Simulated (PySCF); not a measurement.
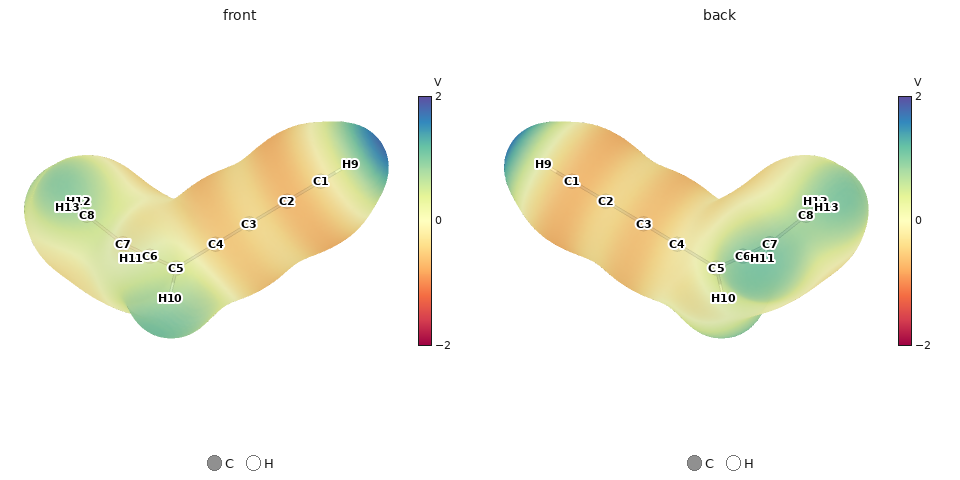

Figure 1: C8H5 (doublet). The molecular electrostatic potential painted on the density surface at 0.002 e/bohr³, seen from the front and from behind; red is negative and blue positive.

Geometry: GFN2-xTB.

Theory: UKS B3LYP, pcH-1 on C H, non-relativistic, mean-field spin-orbit, GIAO in PySCF.

Input

```
{"job": {"kind": "epr", "basis": "pcH-1"}, "charge": 0, "multiplicity": 2}
C      2.201910    -3.883347    -1.202735
C      1.399241    -3.012382    -0.979058
C      0.493216    -2.036042    -0.728274
C     -0.325609    -1.171115    -0.507294
C     -1.278588    -0.164597    -0.248970
C     -0.961727     1.070172     0.016739
C     -0.619036     2.342075     0.279394
C     -0.386803     2.854448     1.534157
H      2.902219    -4.638309    -1.397051
H     -2.318091    -0.488025    -0.287495
H     -0.528205     3.006747    -0.574912
H     -0.465480     2.235810     2.409528
H     -0.117435     3.885052     1.668243
```

Run with:

```sh
OMP_NUM_THREADS=1 python probes_run.py task.json out
```

Where is the surface potential most negative and most positive?

The most negative region (about −0.7 V, or −16 kcal/mol for a unit charge) lies over C1 and C2, the most positive (about +1.7 V, or +39 kcal/mol for a unit charge) over H9.
